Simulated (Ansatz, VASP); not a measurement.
# Cross-check of BAs between VASP and Ansatz, part 2 of 2

Wanted: the spread between two codes on one cell, functional and k mesh. The cell is taken from a series of VASP runs on this material, whose earlier steps may have relaxed, scaled or displaced it; both programs get it as it stands. Valence electrons are named where the data sets of a main pair hold unlike numbers.

VASP 6.6.1 and Ansatz 0.2.0.

So far. Step 3 (Ansatz: single point, r2SCAN with rVV10): The run ends at a pressure of -0.45 GPa.

**5. VASP: band structure, r2SCAN with rVV10**

Level of this step: r2SCAN with rVV10; plane waves and PAW (B, As) (VASP).

The same path points are solved in both programs, so levels can be compared one by one.

Input file INCAR:

```
SYSTEM = BAs
PREC = Accurate
ENCUT = 420
EDIFF = 1E-06
NELM = 100
ISMEAR = 0
SIGMA = 0.05
LREAL = .FALSE.
ALGO = Normal
METAGGA = R2SCAN
LUSE_VDW = .TRUE.
IVDW_NL = 2
BPARAM = 11.95
CPARAM = 0.0093
LASPH = .TRUE.
NBANDS = 16
LORBIT = 11
LWAVE = .FALSE.
LCHARG = .FALSE.
KPAR = 2
```

Input file POSCAR:

```
BAs
1.0
    0.0000000000      2.3898420644      2.3898420644
    2.3898420644      0.0000000000      2.3898420644
    2.3898420644      2.3898420644      0.0000000000
B As
1 1
Direct
    0.0000000000      0.0000000000      0.0000000000
    0.2500000000      0.2500000000      0.2500000000
```

Input file KPOINTS:

```
Automatic mesh
0
Gamma
7 7 7
0 0 0
```

Input file KPOINTS_OPT:

```
Line mode
16
Line-mode
Reciprocal
  0.00000000   0.00000000   0.00000000 GAMMA
  0.50000000   0.00000000   0.50000000 X

  0.50000000   0.00000000   0.50000000 X
  0.50000000   0.25000000   0.75000000 W

  0.50000000   0.25000000   0.75000000 W
  0.37500000   0.37500000   0.75000000 K

  0.37500000   0.37500000   0.75000000 K
  0.00000000   0.00000000   0.00000000 GAMMA

  0.00000000   0.00000000   0.00000000 GAMMA
  0.50000000   0.50000000   0.50000000 L

  0.50000000   0.50000000   0.50000000 L
  0.62500000   0.25000000   0.62500000 U

  0.62500000   0.25000000   0.62500000 U
  0.50000000   0.25000000   0.75000000 W

  0.50000000   0.25000000   0.75000000 W
  0.50000000   0.50000000   0.50000000 L

  0.50000000   0.50000000   0.50000000 L
  0.37500000   0.37500000   0.75000000 K

  0.62500000   0.25000000   0.62500000 U
  0.50000000   0.00000000   0.50000000 X
```

PAW data sets: B and As (PBE family, release 64).

Started as:

```bash
$ mpirun -np 2 vasp_std
```

Numbers of over 12 decimals in the logs are rounded to 6 here.

Output:

```text
[banner, memory and clock lines left out]
running    2 mpi-ranks, on    1 nodes
[...]
[... a notice as in an earlier step ...]

 [... a notice as in an earlier step ...]

 LDA part: xc-table for (None), standard interpolation
 POSCAR, INCAR and KPOINTS ok, starting setup
[...]
entering main loop
       N       E                     dE             d eps       ncg     rms          rms(c)
Total rVV10 correction in eV:      0.0897774    10.0781823
Total rVV10 correction in eV:      0.0897774    10.0781823
DAV:   1    -0.112229475222E+01   -0.11223E+01   -0.30788E+03   640   0.381E+02
DAV:   2    -0.232191622212E+02   -0.22097E+02   -0.21368E+02   864   0.865E+01
DAV:   3    -0.237296899273E+02   -0.51053E+00   -0.51012E+00   720   0.109E+01
DAV:   4    -0.237303989101E+02   -0.70898E-03   -0.70898E-03   872   0.496E-01
DAV:   5    -0.237303997959E+02   -0.88582E-06   -0.88580E-06   744   0.170E-02    0.498E+00
Total rVV10 correction in eV:      0.0982655    10.0781822
Total rVV10 correction in eV:      0.0982655    10.0781822
[...]
Total rVV10 correction in eV:      0.1163579    10.0781822
DAV:  11    -0.221311007202E+02    0.50959E-06   -0.50378E-06   800   0.124E-02
Total rVV10 correction in eV:      0.1163754    10.0781822
Total rVV10 correction in eV:      0.1163754    10.0781822
Total rVV10 correction in eV:      0.1163756    10.0781822
Total rVV10 correction in eV:      0.1163756    10.0781822
   1 F= -.22131101E+02 E0= -.22131101E+02  d E =-.330914E-25
 Start KPOINTS_OPT (optional k-point list driver)
k-point batch [1-20\160]
       N       E                     dE             ncg
DAV:   1     0.422847529656E+03   -0.31100E+04      640
DAV:   2    -0.233858517527E+02   -0.44623E+03      832
DAV:   3    -0.365130238839E+02   -0.13127E+02      768
DAV:   4    -0.365333458159E+02   -0.20322E-01      792
DAV:   5    -0.365333714299E+02   -0.25614E-04      792
DAV:   6    -0.365333714813E+02   -0.51376E-07      712
[...]
k-point batch [141-160\160]
       N       E                     dE             ncg
DAV:   1     0.228008295784E+03   -0.61611E+04      640
DAV:   2    -0.225973507279E+03   -0.45398E+03      888
DAV:   3    -0.236787678978E+03   -0.10814E+02      792
DAV:   4    -0.236806345670E+03   -0.18667E-01      792
DAV:   5    -0.236806374039E+03   -0.28369E-04      840
DAV:   6    -0.236806374105E+03   -0.66398E-07      672
```

OUTCAR, selected parts (step 5):

```text
  Total        0.0032850      0.0032850      0.0032850      0.0000000      0.0000000      0.0000000
  in kB        0.1928035      0.1928035      0.1928035      0.0000000      0.0000000      0.0000000
  external PRESSURE =       0.1928035 kB  Pullay stress =       0.0000000 kB

 POSITION                                       TOTAL-FORCE (eV/Angst)
 -----------------------------------------------------------------------------------
      0.00000      0.00000      0.00000        -0.000000     -0.000000     -0.000000
      1.19492      1.19492      1.19492         0.000000      0.000000      0.000000
 -----------------------------------------------------------------------------------
    total drift:                                0.000000      0.000000      0.000000

  FREE ENERGIE OF THE ION-ELECTRON SYSTEM (eV)
  ---------------------------------------------------
  free  energy   TOTEN  =       -22.1311007202 eV

  energy  without entropy=      -22.1311007202  energy(sigma->0) =      -22.13110072

[... 1 part as in an earlier step ...]

[... 2 further parts left out ...]
[key lines of the parts left out:]
E-fermi :   6.3635
```

Spin-orbit coupling is off here; it would split degenerate levels, and it lifts a valence top of As p states by about 0.1 eV.

**6. Ansatz: band structure, r2SCAN with rVV10**

The same cell, functional, mesh and smearing now go to Ansatz, which takes its cutoff from its data sets.

The cell is taken from a series of VASP runs on this material, whose earlier steps may have relaxed, scaled or displaced it; both programs get it as it stands.

Input file input.yaml:

```yaml
crystal:
  lattice:
    - [0.0, 2.3898420644, 2.3898420644]
    - [2.3898420644, 0.0, 2.3898420644]
    - [2.3898420644, 2.3898420644, 0.0]
  atoms:
    - { symbol: B, position: [0.0, 0.0, 0.0] }
    - { symbol: As, position: [0.25, 0.25, 0.25] }
hamiltonian:
  xc: r2scan
  pseudopotentials: { kind: paw }
  dispersion: rvv10
kpoints:
  mp_grid: { grid: [7, 7, 7] }
  band_path:
    path:
      - [0.0, 0.0, 0.0]
      - [0.16667, 0.0, 0.16667]
      - [0.33333, 0.0, 0.33333]
      - [0.4, 0.0, 0.4]
      - [0.5, 0.0, 0.5]
      - [0.5, 0.08333, 0.58333]
      - [0.5, 0.18333, 0.68333]
      - [0.5, 0.25, 0.75]
      - [0.45, 0.3, 0.75]
      - [0.40833, 0.34167, 0.75]
      - [0.35, 0.35, 0.7]
      - [0.225, 0.225, 0.45]
      - [0.075, 0.075, 0.15]
      - [0.03333, 0.03333, 0.03333]
      - [0.23333, 0.23333, 0.23333]
      - [0.4, 0.4, 0.4]
      - [0.51667, 0.46667, 0.51667]
      - [0.55833, 0.38333, 0.55833]
      - [0.60833, 0.28333, 0.60833]
      - [0.60833, 0.25, 0.64167]
      - [0.55833, 0.25, 0.69167]
      - [0.51667, 0.25, 0.73333]
      - [0.5, 0.3, 0.7]
      - [0.5, 0.38333, 0.61667]
      - [0.5, 0.48333, 0.51667]
      - [0.475, 0.475, 0.55]
      - [0.425, 0.425, 0.65]
      - [0.38333, 0.38333, 0.73333]
      - [0.59167, 0.18333, 0.59167]
      - [0.55, 0.1, 0.55]
      - [0.5, 0.0, 0.5]
    npoints: 1
scf:
  occupations: { method: gaussian, width: 0.05 }
  n_extra_bands: 7
output:
  forces: true
  stress: true
  eigenvalues: true
```

Started as:

```bash
$ ansatz run input.yaml --threads 2 --pin off --max-ram 4608MiB --backend cpu --events-out ev --progress --plain --runs-dir out
```

Output:

```text
[...]
Crystal: 2 atoms, lattice volume = 27.298 Å³
Basis set: ecut = 500 eV, 701 PW (Γ), exchange–correlation on 120×120×120 points (64 copies of the dense FFT grid, shifted against one another)
Bands: 16, of which v1, the nominal top of the filled ones, is band 9 counted from 1 (8 counted from 0)
Symmetry: 24 space group operations
[...]
k-point 0: bands = [... 5 lower, -5.1525, 11.0083, 11.0083, 11.0083, 14.4393, 14.4393, 14.4393, 16.0991, ... 3 higher]
  k-point 1: bands = [... 5 lower, -4.8015, 8.4904, 10.4302, 10.4302, 14.6229, 15.2001, 15.2001, 17.7260, ... 3 higher]
  k-point 2: bands = [... 5 lower, -3.7921, 4.9653, 9.6006, 9.6006, 14.2384, 16.0334, 16.0334, 19.9644, ... 3 higher]
  k-point 19: bands = [... 5 lower, -0.7226, 2.4787, 4.8625, 6.4819, 15.1491, 17.8320, 18.7334, 19.5067, ... 3 higher]
[key lines of the parts left out:]
SCF converged after 6 iterations
Free energy (F): -5019.999063 eV
Fermi energy:    11.687711 eV
P = ⅓ Tr σ = -0.4484 GPa (-4.484 kbar)
```

It took 4 s on 2 threads of Intel Xeon Platinum 8488C (Sapphire Rapids), shared host; peak memory 0.48 GiB; 7.5 s of CPU time.

**7. Comparison**

What differs besides the data sets and the points named for the pairs above, as far as they apply: the data sets hold 18 valence electrons in Ansatz (on its default PAW (the set named soft_2) files) and 8 in VASP. Total energies have different zeros and are not compared.

Compared:

```csv
quantity,Ansatz,VASP,difference
pressure (GPa),-0.45,0.02,-0.47
gap over the path points (eV),1.336,1.335,+0.001
```

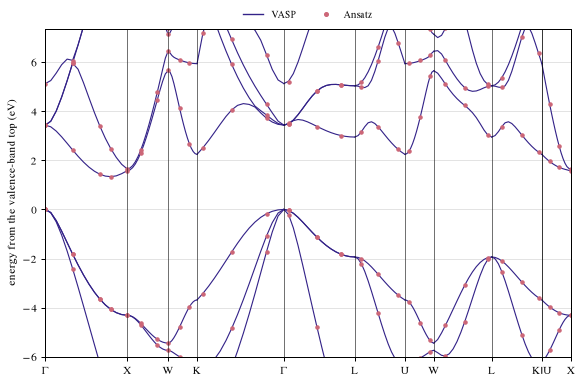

Bands from VASP (lines) and levels from Ansatz (dots). Dots without a line are higher empty bands that the VASP plot leaves out.

Levels at points of the path, from each program's valence-band top (eV; 3 filled, then empty):

| k (reciprocal lattice) | Ansatz | VASP |
| --- | --- | --- |
| 0.000 0.000 0.000 | 0.00 0.00 0.00 3.43 3.43 3.43 | 0.00 0.00 0.00 3.43 3.43 3.43 |
| 0.167 0.000 0.167 | -2.41 -1.82 -1.82 2.43 5.96 5.96 | -2.41 -1.81 -1.81 2.42 5.96 5.96 |
| 0.333 0.000 0.333 | -6.29 -3.66 -3.66 1.44 3.39 9.74 | -6.29 -3.66 -3.66 1.43 3.39 9.71 |
| 0.400 0.000 0.400 | -7.75 -4.08 -4.08 1.34 2.48 11.10 | -7.75 -4.07 -4.07 1.33 2.47 11.07 |
| 0.500 0.000 0.500 | -9.06 -4.31 -4.31 1.58 1.66 12.17 | -9.06 -4.31 -4.31 1.58 1.65 12.14 |
| 0.500 0.083 0.583 | -8.97 -4.71 -4.64 2.31 2.43 11.28 | -8.97 -4.70 -4.64 2.31 2.42 11.25 |
| 0.500 0.183 0.683 | -8.70 -5.52 -5.29 4.46 4.76 8.72 | -8.70 -5.52 -5.29 4.45 4.76 8.70 |
| 0.500 0.250 0.750 | -8.60 -5.75 -5.44 5.67 6.45 7.15 | -8.60 -5.74 -5.45 5.65 6.44 7.13 |
| 0.450 0.300 0.750 | -8.62 -6.00 -4.78 4.12 6.10 8.17 | -8.62 -6.00 -4.78 4.11 6.09 8.15 |
| 0.408 0.342 0.750 | -8.65 -6.18 -3.98 2.69 5.98 9.28 | -8.65 -6.18 -3.98 2.68 5.97 9.25 |

Among the levels compared at these points, filled levels agree within 5 meV and empty ones within 32 meV.

**8. VASP: band structure, r2SCAN with rVV10, spin-orbit coupling**

The same path points are solved in both programs, so levels can be compared one by one.

INCAR, as its differences from that of step 5:

```diff
@@ -15,3 +15,7 @@
 LASPH = .TRUE.
-NBANDS = 16
+LNONCOLLINEAR = .TRUE.
+MAGMOM = 0 0 0 0 0 0
+NBANDS = 20
+GGA_COMPAT = .FALSE.
+LSORBIT = .TRUE.
 LORBIT = 11
```

POSCAR is that of step 5.

Input file KPOINTS:

```
Automatic mesh
0
Gamma
6 6 6
0 0 0
```

KPOINTS_OPT is that of step 5.

Started as:

```bash
$ mpirun -np 2 vasp_ncl
```

Output:

```text
[... set-up lines as in an earlier step ...]
 entering main loop
       N       E                     dE             d eps       ncg     rms          rms(c)
Total rVV10 correction in eV:      0.0897774    10.0781823
Total rVV10 correction in eV:      0.0897774    10.0781823
DAV:   1     0.350881386855E+01    0.35088E+01   -0.29853E+03   880   0.617E+02
DAV:   2    -0.225683031208E+02   -0.26077E+02   -0.23883E+02  1192   0.124E+02
DAV:   3    -0.237251653857E+02   -0.11569E+01   -0.11457E+01  1056   0.225E+01
DAV:   4    -0.237295856376E+02   -0.44203E-02   -0.44189E-02  1060   0.161E+00
DAV:   5    -0.237295953479E+02   -0.97103E-05   -0.97101E-05  1008   0.811E-02    0.498E+00
Total rVV10 correction in eV:      0.0983154    10.0781822
Total rVV10 correction in eV:      0.0983154    10.0781822
DAV:   6    -0.221657259795E+02    0.15639E+01   -0.40259E-01   964   0.538E+00    0.280E+00
Total rVV10 correction in eV:      0.1086317    10.0781822
Total rVV10 correction in eV:      0.1086317    10.0781822
DAV:   7    -0.221322726363E+02    0.33453E-01   -0.12116E-01  1096   0.254E+00    0.957E-01
[...]
DAV:  12    -0.221289226487E+02    0.39219E-06   -0.40943E-07   852   0.678E-03
Total rVV10 correction in eV:      0.1165858    10.0781822
Total rVV10 correction in eV:      0.1165858    10.0781822
Total rVV10 correction in eV:      0.1165829    10.0781822
Total rVV10 correction in eV:      0.1165829    10.0781822
   1 F= -.22128923E+02 E0= -.22128923E+02  d E =-.248517E-11  mag=    -0.0000    -0.0000    -0.0000
 Start KPOINTS_OPT (optional k-point list driver)
k-point batch [1-22\160]
       N       E                     dE             ncg
DAV:   1     0.546164396387E+03   -0.34415E+04      880
DAV:   2    -0.363874826067E+02   -0.58255E+03     1208
DAV:   3    -0.595113188735E+02   -0.23124E+02     1100
DAV:   4    -0.595939535994E+02   -0.82635E-01     1072
DAV:   5    -0.595941402254E+02   -0.18663E-03     1084
DAV:   6    -0.595941409368E+02   -0.71142E-06      952
[...]
k-point batch [155-160\160]
       N       E                     dE             ncg
DAV:   1     0.501715087753E+04   -0.16899E+04      240
DAV:   2     0.485589536869E+04   -0.16126E+03      316
DAV:   3     0.485040776945E+04   -0.54876E+01      320
DAV:   4     0.485038938767E+04   -0.18382E-01      300
DAV:   5     0.485038934907E+04   -0.38599E-04      320
DAV:   6     0.485038934894E+04   -0.12831E-06      256
```

From OUTCAR (step 8):

```text
  Total        0.0087954      0.0087954      0.0087954     -0.0000000      0.0000000      0.0000000
  in kB        0.5162153      0.5162153      0.5162153     -0.0000000      0.0000000      0.0000000
  external PRESSURE =       0.5162153 kB  Pullay stress =       0.0000000 kB

  FREE ENERGIE OF THE ION-ELECTRON SYSTEM (eV)
  ---------------------------------------------------
  free  energy   TOTEN  =       -22.1289226487 eV

  energy  without entropy=      -22.1289226487  energy(sigma->0) =      -22.12892265

 magnetization (x)
# of ion       s       p       d       tot
------------------------------------------
    1        0.000  -0.000   0.000  -0.000
    2       -0.000   0.000   0.000   0.000
--------------------------------------------------
tot          0.000  -0.000   0.000  -0.000

 magnetization (y)
# of ion       s       p       d       tot
------------------------------------------
    1        0.000   0.000   0.000   0.000
    2        0.000  -0.000   0.000   0.000
--------------------------------------------------
tot          0.000   0.000   0.000   0.000

 magnetization (z)
# of ion       s       p       d       tot
------------------------------------------
    1       -0.000  -0.000   0.000  -0.000
    2        0.000   0.000   0.000   0.000
--------------------------------------------------
tot         -0.000  -0.000   0.000  -0.000

[... 2 parts as in an earlier step ...]

[... 2 further parts left out ...]
[key lines of the parts left out:]
E-fermi :   6.2935
```

The run ends at a pressure of 0.05 GPa.

**9. Ansatz: band structure, r2SCAN with rVV10, spin-orbit coupling**

The same cell, functional, mesh and smearing now go to Ansatz, which takes its cutoff from its data sets.

The cell is taken from a series of VASP runs on this material, whose earlier steps may have relaxed, scaled or displaced it; both programs get it as it stands.

input.yaml, as its differences from that of step 6:

```diff
@@ -10,6 +10,9 @@
   xc: r2scan
-  pseudopotentials: { kind: paw }
+  pseudopotentials: { kind: paw_fr }
   dispersion: rvv10
+magnetization:
+  noncollinear: true
+  spin_orbit: true
 kpoints:
-  mp_grid: { grid: [7, 7, 7] }
+  mp_grid: { grid: [6, 6, 6] }
   band_path:
@@ -50,3 +53,3 @@
   occupations: { method: gaussian, width: 0.05 }
-  n_extra_bands: 7
+  n_extra_bands: 14
 output:
```

Started as:

```bash
$ ansatz run input.yaml --threads 2 --pin off --max-ram 4608MiB --backend cpu --events-out ev --progress --plain --runs-dir out
```

Output:

```text
[...]
non-collinear run that drives no moment, with spin-orbit: no starting moment large enough to seed its density (crystal.atoms[].spin), no starting occupations that ask for one, no magnetisation constraint and no magnetic field, so the semilocal B_xc is pinned to zero
Crystal: 2 atoms, lattice volume = 27.298 Å³
[...]
k-point 1: bands = [... 14 lower, 10.2126, 10.2126, 10.3504, 10.3524, 14.5687, 14.5687, 15.3277, 15.3277, ... 10 higher]
  k-point 2: bands = [... 14 lower, 9.3229, 9.3229, 9.4656, 9.4673, 14.1292, 14.1292, 16.0538, 16.0538, ... 10 higher]
  k-point 15: bands = [... 14 lower, 5.5300, 5.6505, 5.8114, 5.8300, 15.0377, 15.0828, 15.3189, 15.3221, ... 10 higher]
[key lines of the parts left out:]
SCF converged after 7 iterations
Magnetization: |M| = 0.0000 μB,  M = (+0.0000, +0.0000, +0.0000) μB
Free energy (F): -5016.976859 eV
Fermi energy:    11.760191 eV
P = ⅓ Tr σ = -0.4264 GPa (-4.264 kbar)
```

The job ended after 12 s (2 threads; peak memory 0.57 GiB; 24 s of CPU time).

**10. Differences**

What differs besides the data sets and the points named for the pairs above, as far as they apply: spin-orbit coupling enters by fully relativistic files in Ansatz and inside the spheres in VASP; the data sets hold 18 valence electrons in Ansatz (on its fully relativistic PAW (standard-fr) files) and 8 in VASP. Total energies have different zeros and are not compared.

The two programs side by side:

| quantity | Ansatz | VASP | difference |
| --- | --- | --- | --- |
| pressure (GPa) | -0.43 | 0.05 | -0.48 |
| gap over the path points (eV) | 1.268 | 1.266 | +0.002 |

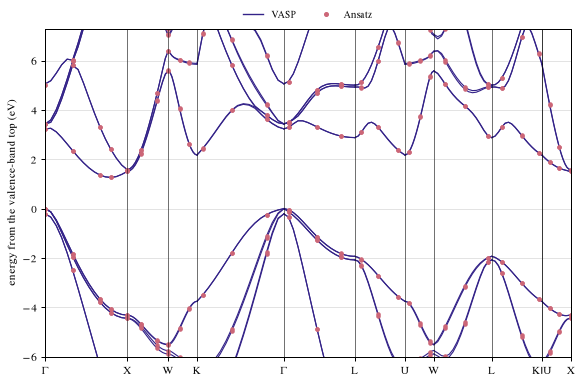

Bands from VASP (lines) and levels from Ansatz (dots). Dots without a line are higher empty bands that the VASP plot leaves out.

Levels at points of the path, from each program's valence-band top (eV; 6 filled, then empty):

```csv
k (reciprocal lattice),Ansatz,VASP
0.000 0.000 0.000,-0.21 -0.21 0.00 0.00 0.00 0.00 3.23 3.23 3.43 3.43 3.43 3.43,-0.21 -0.21 0.00 0.00 0.00 0.00 3.23 3.23 3.44 3.44 3.44 3.44
0.167 0.000 0.167,-2.50 -2.50 -1.94 -1.94 -1.82 -1.82 2.36 2.36 5.81 5.81 5.96 5.96,-2.49 -2.49 -1.94 -1.94 -1.82 -1.82 2.36 2.36 5.80 5.80 5.96 5.96
0.333 0.000 0.333,-6.36 -6.36 -3.79 -3.79 -3.66 -3.66 1.37 1.37 3.33 3.33 9.59 9.59,-6.35 -6.35 -3.79 -3.79 -3.66 -3.66 1.36 1.36 3.32 3.32 9.57 9.57
0.400 0.000 0.400,-7.82 -7.82 -4.21 -4.21 -4.08 -4.08 1.27 1.27 2.41 2.41 10.96 10.96,-7.82 -7.82 -4.21 -4.21 -4.08 -4.08 1.27 1.27 2.41 2.41 10.93 10.93
0.500 0.000 0.500,-9.13 -9.13 -4.45 -4.45 -4.32 -4.32 1.51 1.51 1.59 1.59 12.03 12.03,-9.13 -9.13 -4.44 -4.44 -4.31 -4.31 1.51 1.51 1.58 1.58 12.00 12.00
0.500 0.083 0.583,-9.05 -9.02 -4.85 -4.78 -4.68 -4.67 2.22 2.26 2.36 2.36 11.15 11.25,-9.05 -9.02 -4.84 -4.77 -4.68 -4.67 2.22 2.26 2.36 2.36 11.12 11.21
0.500 0.183 0.683,-8.80 -8.73 -5.66 -5.54 -5.35 -5.33 4.36 4.41 4.70 4.70 8.58 8.70,-8.80 -8.73 -5.66 -5.54 -5.35 -5.34 4.36 4.40 4.69 4.69 8.56 8.69
0.500 0.250 0.750,-8.71 -8.63 -5.89 -5.75 -5.51 -5.50 5.60 5.61 6.38 6.38 7.04 7.08,-8.71 -8.63 -5.89 -5.75 -5.51 -5.50 5.58 5.58 6.38 6.38 7.02 7.06
0.450 0.300 0.750,-8.72 -8.65 -6.13 -6.02 -4.88 -4.82 4.03 4.07 6.02 6.05 8.04 8.15,-8.72 -8.65 -6.13 -6.02 -4.88 -4.82 4.02 4.06 6.01 6.04 8.03 8.13
0.408 0.342 0.750,-8.75 -8.69 -6.30 -6.20 -4.06 -4.03 2.60 2.63 5.89 5.93 9.16 9.25,-8.76 -8.69 -6.30 -6.20 -4.06 -4.03 2.60 2.63 5.88 5.92 9.13 9.23
```

Among the levels compared at these points, filled levels agree within 5 meV and empty ones within 31 meV.

**11. Summary of results**

- difference in gap on the k mesh (single point, r2SCAN with rVV10): 0.0011 eV
- largest difference of a filled level at the path points (band structure, r2SCAN with rVV10): 5.2 meV
- largest difference of a filled level at the path points (band structure, r2SCAN with rVV10, spin-orbit coupling): 5.3 meV

**Reading.** The largest difference of a filled level at the path points is 5.3 meV (band structure, r2SCAN with rVV10, spin-orbit coupling), within the 80 meV picked in this series as the mark of a large difference. The data sets hold unlike numbers of valence electrons (18 in Ansatz and 8 in VASP), so part of the differences comes from the potentials. 1 further run of this series is not shown here. Such differences can come from data sets, numerical settings and the points named under the comparisons, not from the functional's error against experiment.

[Lines on the potential files, build, host, timing and source positions are cut from VASP's logs without a mark.]

[Logs are printed without paths, hosts, clocks, repeated set-up lines and the standing remarks that a program may print on its own settings, such as how far it seeks lower states.]

[Hosts, paths, dates, database ids (printed as entryN), source tags and the programs' standing remarks are cut or masked in the printed files.]
